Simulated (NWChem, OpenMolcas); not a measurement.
**A ladder of methods for WO3 (tungsten trioxide)**

WO3: 4 atoms, total charge 0, spin state singlet. As SMILES, `[O]=[W](=[O])=[O]`. Geometry: relaxed at PBE0-D4/def2-TZVP.

Each level gives the HOMO–LUMO gap (eV). The values are calculated.

| level | kind | program | value (eV) |
| --- | --- | --- | --- |
| HF/def2-SVPD (core potential) | Hartree–Fock | NWChem | 10.71 |
| SVWN5/def2-SVPD (core potential) | LDA | OpenMolcas | 1.90 |
| PBE/def2-SVPD (core potential) | GGA | OpenMolcas | 1.93 |
| r2SCAN/def2-SVPD (core potential) | meta-GGA | OpenMolcas | 2.45 |
| BHLYP/def2-SVPD (core potential) | global hybrid | NWChem | 6.27 |
| M06-2X/def2-SVPD (core potential) | hybrid meta-GGA | OpenMolcas | 6.40 |
| CAM-B3LYP/def2-SVPD (core potential) | range-separated hybrid | NWChem | 6.39 |
| wB97X/def2-SVPD (core potential) | range-separated hybrid | NWChem | 8.56 |

The values span 1.90 to 10.71 eV. Orbital gaps aren't excitation energies; they tend to grow with the share of exact exchange.

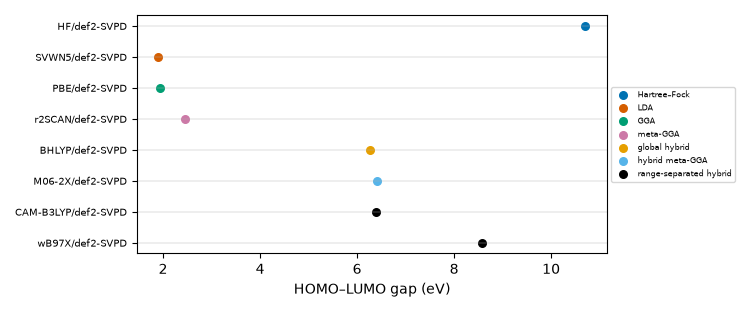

The values of the table, level by level.
